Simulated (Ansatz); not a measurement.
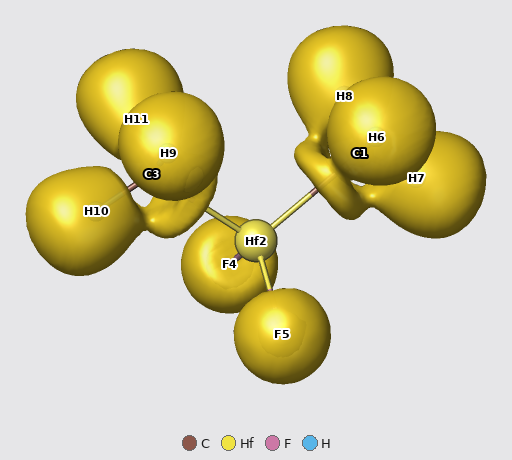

Figure. C$_{2}$H$_{6}$F$_{2}$Hf. Isosurface of the ELF at 0.75 (yellow), seen at a tilt. Only the valence region is drawn (cores and ρ < 0.01 e/Å³ removed).

Geometry: PBE0-D4/def2-TZVP; core potentials replace the inner electrons of Hf.

Computed with RKS PBE0-D4/def2-TZVPP in Ansatz.

Input

```
crystal:
  periodic: [false, false, false]
  atoms:
    - {symbol: C, position_ang: [-1.675039, 0.569893, 0.335804]}
    - {symbol: Hf, position_ang: [0.212040, 0.421156, -0.801481]}
    - {symbol: C, position_ang: [1.486579, -0.944179, 0.376646]}
    - {symbol: F, position_ang: [-0.148363, -0.375095, -2.494299]}
    - {symbol: F, position_ang: [1.035945, 2.137906, -0.860910]}
    - {symbol: H, position_ang: [-1.501795, 1.002064, 1.328711]}
    - {symbol: H, position_ang: [-2.427312, 1.191150, -0.163204]}
    - {symbol: H, position_ang: [-2.118279, -0.422562, 0.483148]}
    - {symbol: H, position_ang: [1.621521, -0.565108, 1.397049]}
    - {symbol: H, position_ang: [2.484796, -1.077016, -0.055554]}
    - {symbol: H, position_ang: [1.029897, -1.938208, 0.454091]}
basis:
  gaussian: {orbitals: def2-TZVPP}
hamiltonian: {xc: pbe0, dispersion: d4}
output: {orbitals: {seedname: orbitals}}
```

Command:

```sh
ansatz run in.yaml --threads 4 --pin off --events-out ev --progress --plain --max-ram 10444MiB
```

Q: Where are the electrons localised?

A: The ELF exceeds this value in two regions wrapped around F (the valence shell of each) and two joined regions spread over several atoms (C, H), in which their bonds and any lone pairs are merged. Along the contacts the grid gives the following. Hf–F (1.91 Å): the ELF peaks at about 0.85 in the valence shell of F, 0.5 Å from its nucleus, and drops to about 0.20 between the two atoms. C–Hf (2.21 Å): the ELF peaks at about 0.95 in the valence shell of C, 0.7 Å from its nucleus, and is about 0.50 at the midpoint.
